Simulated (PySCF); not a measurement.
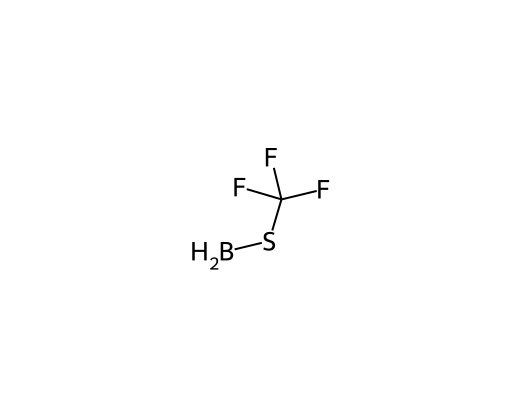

The geometry was computed by an optimisation with PBE0-D3(BJ)/def2-SVP. No frequency run is at hand to confirm it as a minimum. Program: PySCF 2.14.0.

Tabulate HOMO energy (eV), dipole (D), HOMO–LUMO gap (eV) at these levels: BHandHLYP/aug-pcX-1 (pcseg-1 on H) (def2-SVPD on S); PBE0/pcSseg-1 in chloroform (IEF-PCM); PBE0/pcSseg-1 in cyclohexane (IEF-PCM); ωB97X-D/def2-SVPD; ωB97X-D/def2-SVPD in chloroform (IEF-PCM); ωB97X-D/def2-SVPD in cyclohexane (IEF-PCM).

| level | HOMO energy (eV) | dipole (D) | HOMO–LUMO gap (eV) |
| --- | --- | --- | --- |
| BHandHLYP/aug-pcX-1 (pcseg-1 on H) (def2-SVPD on S) | −10.06 | 1.20 | 9.19 |
| PBE0/pcSseg-1 in chloroform (IEF-PCM) | −8.90 | 1.08 | 7.24 |
| PBE0/pcSseg-1 in cyclohexane (IEF-PCM) | −8.94 | 1.01 | 7.22 |
| ωB97X-D/def2-SVPD | −10.86 | 1.03 | 10.90 |
| ωB97X-D/def2-SVPD in chloroform (IEF-PCM) | −10.74 | 1.22 | 10.95 |
| ωB97X-D/def2-SVPD in cyclohexane (IEF-PCM) | −10.79 | 1.14 | 10.93 |
